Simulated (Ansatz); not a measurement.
# SiH₃+ (singlet): correlated methods under varied settings at scale of all distances = 2.360

What do other methods and options give for SiH₃+ (singlet) at this geometry, and how long do they take?

Method: the settings change from run to run; program: Ansatz 0.2.0, Gaussian basis.

8 further runs of the same task are left out: 2 for a known fault of the program, 6 that didn't finish.

### Step 1. The geometry

The geometry derives from a PBE0/def2-TZVP stationary point (not a proven minimum). All distances are scaled together.

4 atoms, charge 1, spin multiplicity 1.

Atoms are counted from 1 here; the program's logs count them from 0.

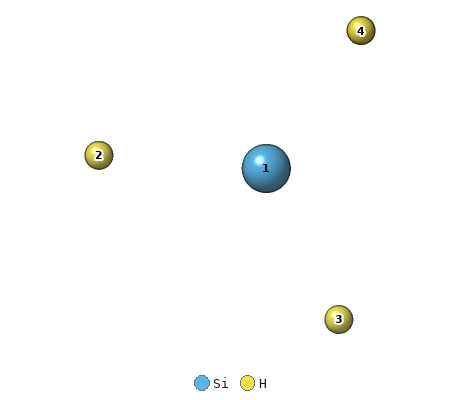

The geometry (silicon blue, hydrogen yellow); atoms are numbered from 1 in the order of the file.

### Step 2. MP2 on UHF/cc-pVDZ

Input file in.yaml:

```yaml
crystal:
  periodic: [false, false, false]
  atoms:
    - {symbol: Si, position_ang: [0.000000, 0.000000, 0.000000]}
    - {symbol: H, position_ang: [3.473785, 0.033576, -0.000227]}
    - {symbol: H, position_ang: [-1.765971, 2.991590, -0.006856]}
    - {symbol: H, position_ang: [-1.707815, -3.025166, 0.007082]}
basis:
  gaussian: {orbitals: cc-pVDZ}
total_charge: 1
magnetization: {spin_polarized: true, initial_magnetization: 0}
correlation: {method: mp2, electrons: outside_noble_gas}
accuracy: high
```

Command:

```console
ansatz run in.yaml --threads 1 --pin off --events-out ev --progress --plain --max-ram 2393MiB
```

What it wrote:

```text
Functional definition: HF
  name "HF"
  cite "Fock, Z. Phys. 61, 126 (1930) doi:10.1007/BF01340294"
  parent pbe
  exchange = exact_x
  correlation = 0
584 factors; integrals over basis functions are off by at most 3.4e-9 eV
mean field evaluation 1: about -7883.9688 eV, gradient 6.0e0 eV
mean field evaluation 2: about -7883.9676 eV, gradient 6.0e0 eV
mean field evaluation 4: about -7884.8097 eV, gradient 6.5e-1 eV
mean field evaluation 8: about -7884.8174 eV, gradient 6.9e-4 eV
mean field evaluation 16: about -7884.8174 eV, gradient 1.4e-4 eV
mean field evaluation 32: about -7885.4271 eV, gradient 3.9e0 eV
mean field evaluation 64: about -7886.7198 eV, gradient 3.3e0 eV
mean field evaluation 96: about -7893.1951 eV, gradient 1.3e-8 eV
mean field evaluation 128: about -7892.5882 eV, gradient 6.3e0 eV
mean field evaluation 160: about -7893.1920 eV, gradient 1.8e-8 eV
mean field evaluation 192: about -7893.1951 eV, gradient 2.1e-4 eV
mean field evaluation 224: about -7893.0960 eV, gradient 2.9e0 eV
mean field evaluation 256: about -7892.7506 eV, gradient 5.2e0 eV
mean field evaluation 288: about -7893.2045 eV, gradient 6.3e-1 eV
mean field evaluation 320: about -7887.1556 eV, gradient 9.4e0 eV
mean field evaluation 352: about -7893.1920 eV, gradient 1.3e-3 eV
mean field -7893.19505240 eV, -290.0695679760 hartree, gradient 7.0e-8 eV, S^2 1.984610; 22 other end points of the search recorded, 0 dependent functions left out
5 core orbitals not correlated: weight in the atoms' cores, before any rotation towards them, 1.000 or more for the frozen orbitals, at most 0.000 for the correlated occupied ones
reference -7893.19505240 eV, -290.0695679760 hartree; 3, 3 occupied and 25, 25 virtual orbitals, 584 factors
second order -0.96636073 eV of doubles, -0.00000000 eV of singles
Total energy: -7894.16141313 eV, -290.1050810779 hartree
```

Wall time 1.4 s (1 thread of Arm Neoverse V2, shared host).

From the report: ⟨S²⟩ of the determinant 1.985 (pure singlet: 0.00). The determinant is far from a pure spin state, so its energy mixes those of several spin states (harmless only where they are near-degenerate, as at dissociation).

### Step 3. CCSD on UHF/def2-SVPD

Changes to in.yaml since step 2:

```diff
@@ -8,6 +8,5 @@
 basis:
-  gaussian: {orbitals: cc-pVDZ}
+  gaussian: {orbitals: def2-SVPD}
 total_charge: 1
 magnetization: {spin_polarized: true, initial_magnetization: 0}
-correlation: {method: mp2, electrons: outside_noble_gas}
-accuracy: high
+correlation: {method: ccsd, electrons: valence}
```

Launched as before.

What it wrote, cut to the lines that bear on the results:

```text
Functional definition: HF
  name "HF"
  cite "Fock, Z. Phys. 61, 126 (1930) doi:10.1007/BF01340294"
  parent pbe
[...]
467 factors; integrals over basis functions are off by at most 6.0e-4 eV
[...]
mean field -7890.64223786 eV, -289.9757537720 hartree, gradient 2.2e-10 eV, S^2 2.014142; 26 other end points of the search recorded, 0 dependent functions left out
determinant -7890.64223786 eV, -289.9757537720 hartree, with singles and doubles -7892.16181165 eV, -290.0315970788 hartree
determinant -7890.63862596 eV, -289.9756210372 hartree, with singles and doubles -7892.16551685 eV, -290.0317332424 hartree
determinant -7890.56358234 eV, -289.9728632349 hartree, with singles and doubles -7892.08689095 eV, -290.0288437937 hartree
determinant -7884.48727833 eV, -289.7495631813 hartree, with no singles and doubles
[...]
determinant -7890.64223786 eV, -289.9757537720 hartree, with singles and doubles -7892.16153624 eV, -290.0315869575 hartree
determinant -7890.63862596 eV, -289.9756210372 hartree, with singles and doubles -7892.17798880 eV, -290.0321915779 hartree
determinant -7890.56358234 eV, -289.9728632349 hartree, with singles and doubles -7892.09185053 eV, -290.0290260550 hartree
determinant -7882.35735908 eV, -289.6712900926 hartree, with singles and doubles -7889.77904198 eV, -289.9440319084 hartree
5 core orbitals not correlated: weight in the atoms' cores, before any rotation towards them, 1.000 or more for the frozen orbitals, at most 0.000 for the correlated occupied ones
reference -7890.64223786 eV, -289.9757537720 hartree; 3, 3 occupied and 40, 40 virtual orbitals, 467 factors
second order -1.01304299 eV of doubles, -0.00000000 eV of singles
cycle   1  -1.51929993 eV  change   -1.5e-6 eV  update   8.6e-6
[...]
cycle   8  -1.51930642 eV  change   -2.3e-6 eV  update   7.1e-6
Total energy: -7892.16154428 eV, -290.0315872529 hartree
```

It took 6.5 s on 1 thread of Arm Neoverse V2, shared host.

From the report: ⟨S²⟩ of the determinant 2.014 (pure singlet: 0.00); correlation -1.5193 eV; T1 0.010; largest double amplitude 0.11. The determinant is far from a pure spin state, so its energy mixes those of several spin states (harmless only where they are near-degenerate, as at dissociation).

### Step 4. MRCISD+Q(relaxed)(4,7)/cc-pVDZ

Changes to in.yaml since step 3:

```diff
@@ -8,5 +8,4 @@
 basis:
-  gaussian: {orbitals: def2-SVPD}
+  gaussian: {orbitals: cc-pVDZ, fitting: {mean_field: def2-universal-jkfit}}
 total_charge: 1
-magnetization: {spin_polarized: true, initial_magnetization: 0}
-correlation: {method: ccsd, electrons: valence}
+correlation: {method: fic_mrcisd_q_relaxed, electrons: valence, active_space: {window: {electrons: 4, orbitals: 7}, states: [{multiplicity: 1, weights: [0.5, 1, 1, 1]}]}}
```

The command is unchanged.

What it wrote, cut to the lines that bear on the results:

```text
Functional definition: HF
  name "HF"
  cite "Fock, Z. Phys. 61, 126 (1930) doi:10.1007/BF01340294"
  parent pbe
[...]
182 factors; integrals over basis functions are off by at most 6.7e-1 eV
[...]
mean field -7884.81858797 eV, -289.7617385860 hartree, gradient 1.1e-6 eV, S^2 0.000000; 8 other end points of the search recorded, 0 dependent functions left out; unrestricted orbitals would lower it
reference -7884.81858797 eV, -289.7617385860 hartree; 8, 8 occupied and 25, 25 virtual orbitals, 182 factors
state -7893.18680838 eV, -290.0692650137 hartree
state -7893.07372291 eV, -290.0651091994 hartree
state -7893.07317410 eV, -290.0650890308 hartree
state -7893.06909155 eV, -290.0649390001 hartree
contracted CI cycle   1: correlation 0.00000000 eV, 0.0000000000 hartree, residual 6.68e0 eV
contracted CI cycle   2: correlation -1.46172349 eV, -0.0537173476 hartree, residual 1.43e0 eV
[...]
contracted CI cycle   6: correlation -1.56937316 eV, -0.0576734000 hartree, residual 1.36e-2 eV
contracted CI cycle   7: correlation -1.56937883 eV, -0.0576736082 hartree, residual 4.86e-3 eV
contracted CI cycle   8: correlation -1.56937958 eV, -0.0576736357 hartree, residual 2.19e-3 eV
contracted CI cycle   9: correlation -1.56937975 eV, -0.0576736422 hartree, residual 1.15e-3 eV
state -7893.07158777 eV, -290.0650307343 hartree; corrected -7894.73999772 eV, -290.1263436692 hartree
state -7893.18680838 eV, -290.0692650137 hartree; corrected -7894.85404592 eV, -290.1305348632 hartree
state -7893.07372291 eV, -290.0651091994 hartree; corrected -7894.74189681 eV, -290.1264134595 hartree
state -7893.07317410 eV, -290.0650890308 hartree; corrected -7894.74193564 eV, -290.1264148863 hartree
state -7893.06909155 eV, -290.0649390001 hartree; corrected -7894.73899216 eV, -290.1263067155 hartree
WARN: 1 active orbitals are nearly empty or full. The corrections depend on them more than the energy does, and are more stable in an active space without them
Total energy: -7894.75709930 eV, -290.1269721408 hartree
```

Run time: 11 s. Hardware: 1 thread of Arm Neoverse V2, shared host.

From the report: 133 determinants; active occupations (of the averaged states) 1.03, 1.02, 1.00, 0.33, 0.33, 0.29, 0.00. The report marks this result as in doubt.

### Step 5. The runs in one table

Where basis and cores are those of an earlier FCI/cc-pVDZ run (-7894.7944 eV), and the state is the same kind, the miss against it is given. † marks a result that the program doubts.

| level | correlated | functions | energy (eV) | from FCI (meV) | time |
| --- | --- | --- | --- | --- | --- |
| MP2 on UHF/cc-pVDZ | outside noble gas | 33 | -7894.1614 | 633.0 | 1.4 s |
| CCSD on UHF/def2-SVPD | valence | 48 | -7892.1615 |  | 6.5 s |
| MRCISD+Q(relaxed)(4,7)/cc-pVDZ (mean of several states) † | valence | 33 | -7894.7571 |  | 11 s |

### Step 6. Results

| quantity | value |
| --- | --- |
| runs | 3 |
| quickest | MP2 on UHF/cc-pVDZ, 1.4 s |
| slowest | MRCISD+Q(relaxed)(4,7)/cc-pVDZ (mean of several states) †, 11 s |

Total energies in different bases, with other cores or another treatment of relativity can't be set against each other. MRCISD+Q(relaxed)(4,7)/cc-pVDZ (mean of several states) † took 7 times as long as MP2 on UHF/cc-pVDZ; the jobs differ in more than the method.
